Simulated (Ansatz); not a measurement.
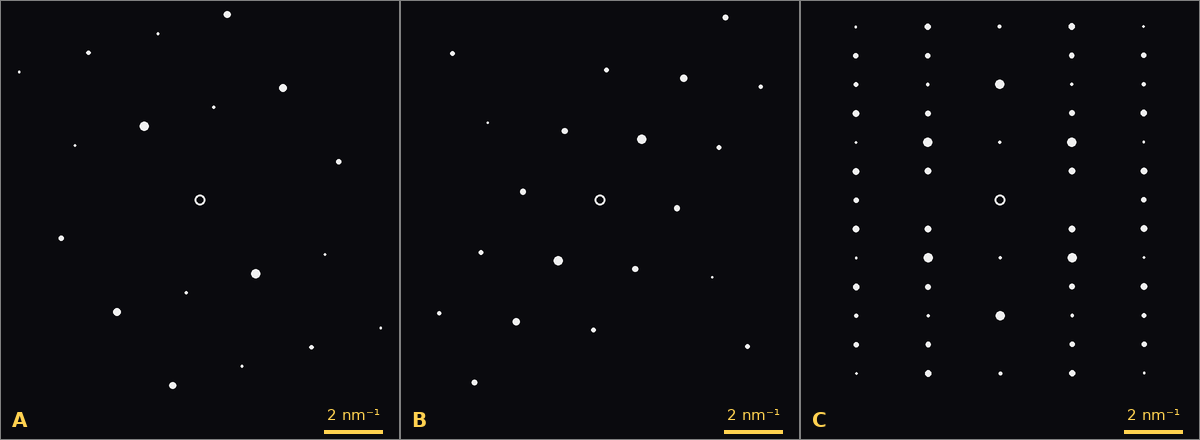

Computed electron diffraction patterns, 300 kV, single scattering only, B = 0.5 Å².

All three come from I, space group Cmce (No. 64), a = 7.740 Å, b = 4.625 Å, c = 9.889 Å. Structure: the input geometry of an electronic-structure calculation (not necessarily at equilibrium).

Q: Assign the zone axes [011], [110], [111] to A, B and C.

A: A is [111]: oblique net of -1 1 0 (itself extinct) at d = 3.97 Å and 1 1 -2 at d = 3.10 Å, at 68.3°. B is [011]: centred rectangular net of 2 0 0 at d = 3.87 Å and 1 1 -1 at d = 3.68 Å, at 61.6°. C is [110]: rectangular net of 0 0 1 (itself extinct) at d = 9.89 Å and 1 -1 0 (itself extinct) at d = 3.97 Å, at 90.0°.
